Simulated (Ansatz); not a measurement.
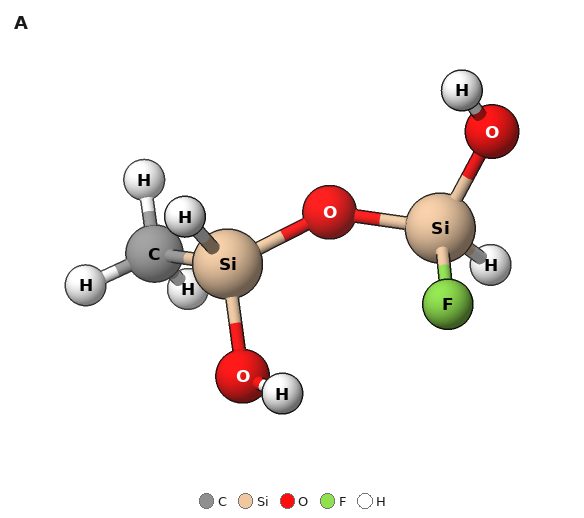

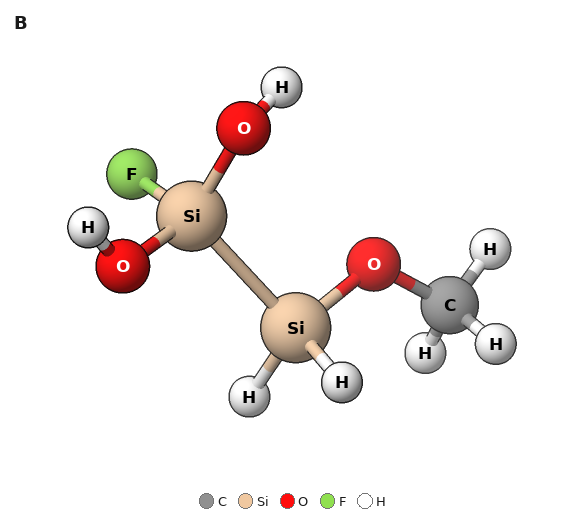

2 stationary structures of one formula. Geometries: PBE0-D4/def2-TZVP. Electronic energies: CCSD(T)/CBS (MP2 limit from def2-TZVPP and def2-QZVPP plus CCSD(T) − MP2) (Ansatz 0.2.0), without zero-point energy. No frequency run is at hand to confirm each as a minimum. Each is one conformer, not always the lowest.

### How are they related?

They are constitutional isomers of CH7FO3Si2: A `C[Si@@H](O)O[Si@@H](O)F`, B `CO[SiH2][Si](O)(O)F`.

### Rank them by energy, lowest first.

A is lowest; B lies 260.4 kJ/mol above it.
